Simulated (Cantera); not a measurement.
Input: 1 mol TiCl4, 1.1 mol CH4, 15 mol H2, held at 1325 K.

Cantera equilibrium calculation (NASA polynomials, part measured and part estimated; ideal gas, pure solids and liquids). Candidate condensed phases: C, C6H6, C7H8, C8H18, Ti, TiC, TiCl2, TiCl3, TiCl4; 96 gas species. TiC: taken at fixed stoichiometry. Equilibrium is a limit: real reactors are often held back by kinetics, nucleation or transport.

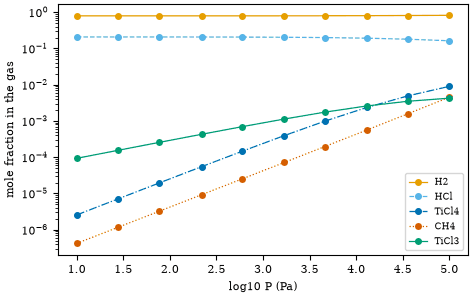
Figure. Equilibrium gas composition (values under 1e-9 drawn at 1e-9)

Problem. Read off the mole fractions at 0.360 bar.

Solution. H2 about 0.81, HCl about 0.18, TiCl4 about 0.0049, TiCl3 about 0.0035, CH4 about 0.0016.
